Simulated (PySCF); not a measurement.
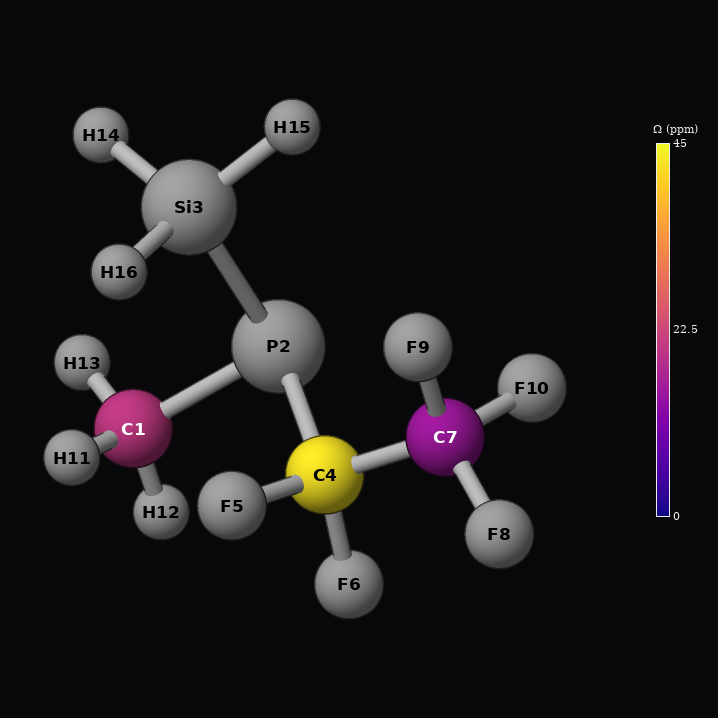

The C atoms are coloured by the span of their shielding tensor. The geometry was computed by an optimisation with GFN2-xTB. No frequency run is at hand to confirm it as a minimum. Method: GIAO PBE0/pcSseg-1 NMR shielding, non-relativistic, gas phase (PySCF 2.14.0). Principal shieldings σ11 ≤ σ22 ≤ σ33, span Ω = σ33 − σ11, skew κ = 3(σiso − σ22)/Ω.

### Which C atom has the most anisotropic shielding?

C4, with a span of 43 ppm.

Give the shielding tensors of the C atoms.

```json
{"atom": "C1", "σ11": "174.5", "σ22": "185.0", "σ33": "194.9", "σiso": "184.8", "Ω": "20.5", "κ": "−0.03"}
{"atom": "C4", "σ11": "27.4", "σ22": "67.4", "σ33": "70.2", "σiso": "55.0", "Ω": "42.8", "κ": "−0.87"}
{"atom": "C7", "σ11": "50.5", "σ22": "56.8", "σ33": "65.9", "σiso": "57.7", "Ω": "15.4", "κ": "0.19"}
```

Shieldings and span in ppm.

The geometry is semi-empirical. Around P, Si such bond lengths and angles can be off by a tenth of an ångström or more and by several degrees, and values that hang on the shape move with them.
